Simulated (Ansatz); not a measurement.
# ClF₂HSi: an energy map over angle F1–Si2–Cl4 and angle H5–Si2–F3

How does the energy of ClF2HSi, SMILES F[SiH](F)Cl change over two coordinates at once? A grid of runs gives the map.

Method: RHF-MP2, frozen core/def2-TZVP; program: Ansatz 0.2.0.

### 1 The system as given

SMILES `F[SiH](F)Cl`, 5 atoms, charge 0, spin multiplicity 1.

Atoms are counted from 1 here; the program's logs count them from 0.

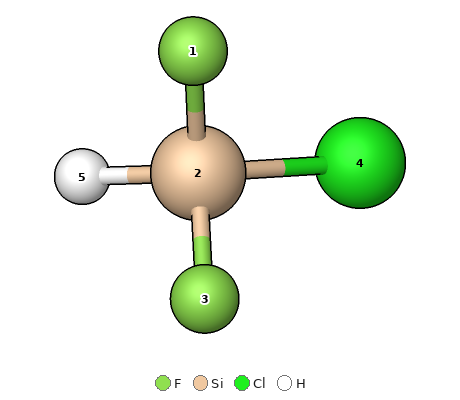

The starting geometry (colours as in the key); atoms are numbered from 1 in the order of the file.

As a file:

```xyz
5
ClF2HSi
F    -0.3487   -0.6401    1.4522
Si    0.1009   -0.0040    0.0323
F    -0.0348    1.6051    0.1558
Cl   -1.1762   -0.6658   -1.4231
H     1.5086   -0.3689   -0.2585
```

This geometry comes from a loose relaxation at PBE in a small basis, which is not shown.

### 3 Setting up the map

First coordinate, angle F1–Si2–Cl4: 9 values from 84.1 to 134.1 °. Second coordinate, angle H5–Si2–F3: 9 values from 84.8 to 134.8 °.

Nothing else is relaxed (all other coordinates rigid). Energies count from the relaxed molecule at the same level. Points are written as (first, second).

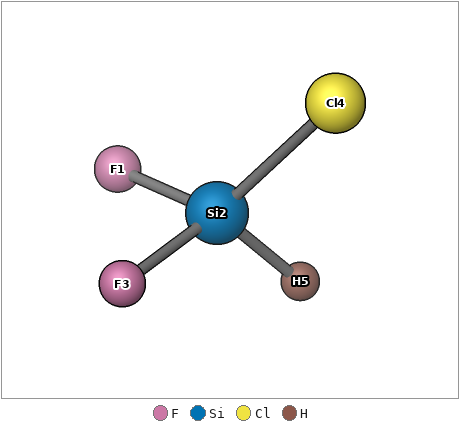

The geometry at (127.8°, 122.3°).

(The set-up runs are not shown.)

### 4 The run at (127.8°, 122.3°)

input.yaml

```yaml
crystal:
  periodic: [false, false, false]
  atoms:
    - { symbol: F, position_ang: [0.066281, -0.347386, 1.579454] }
    - { symbol: Si, position_ang: [0.096625, 0.000183, 0.038568] }
    - { symbol: F, position_ang: [-0.030839, 1.570593, 0.155272] }
    - { symbol: Cl, position_ang: [-1.155017, -0.657599, -1.403722] }
    - { symbol: H, position_ang: [1.363638, -0.658756, -0.249387] }
basis:
  gaussian: { orbitals: def2-TZVP }
hamiltonian:
  xc: hf
output:
  forces: true
correlation:
  method: mp2
```

Started as:

```sh
$ ansatz run input.yaml --threads 1 --pin off --max-ram 2048MiB --backend cpu --events-out ev --progress --plain --runs-dir out
```

The session goes on with these runs: the other points that were computed.

Before running it: what results should come out? Wanted: lowest point; highest computed point; dipole moment.

**Answer**, as computed:

| quantity | value |
| --- | --- |
| lowest point | (109.1°, 109.8°), 0 kJ/mol |
| highest computed point | (84.1°, 84.8°), 138 kJ/mol above the lowest |
| dipole moment (D) | 1.10 at (121.6°, 128.5°) to 2.67 at (84.1°, 134.8°); 1.18 at the lowest point |
| time for the whole task | 6.3 min on 1 thread, shared host |

The lowest computed point is at (109.1°, 109.8°), 0 kJ/mol from the relaxed molecule at the same level. No other kind of well shows on this grid. The highest computed point, (84.1°, 84.8°), lies 138 kJ/mol above the lowest. Round the minimum the two coordinates are nearly uncoupled.
